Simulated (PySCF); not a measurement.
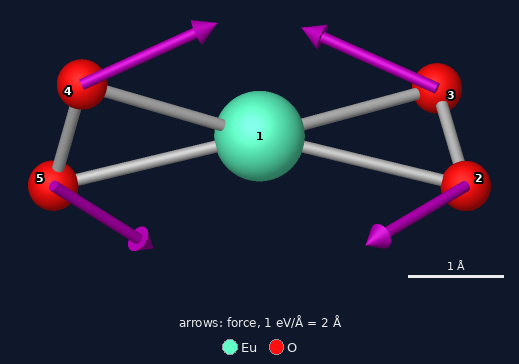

Starting geometry of EuO₄ (charge −1) with the computed forces as purple arrows. The picture is a ball-and-stick view, seen at a tilt.

Level of theory: PySCF, RKS BP86, Eu lcecp-1-SVP with ECP52, O def2-SVP; non-relativistic Hamiltonian with scalar-relativistic core potentials; density fitting. (symmetry kept (D2d))

Is this structure relaxed? If not, where do the atoms go?

It isn't relaxed: the largest force vector, on O atoms, is 0.79 eV/Å. The atoms end up moving mostly along the starting forces (cosine between the two patterns 0.95). The largest moves after the best rigid fit, 0.069 Å, are those of O2, O3, O4 and O5. Eu stays in place. Some distances before and after: Eu1–O2 2.236 → 2.182 Å, O2–O3 1.480 → 1.521 Å. Bond angles that change, for instance: O2–Eu1–O3 38.6° → 40.8°. After 3 geometry steps the energy has fallen by 0.107 eV. Largest force component: 0.65 eV/Å at the start, 0.0043 eV/Å at the end. Cost: 16 s on 2 threads of AMD EPYC 7R43 64-Core Processor (Zen 3), on a shared host, peak memory 0.61 GiB.

Limits of the set-up: the basis has no diffuse functions, which an anion needs.
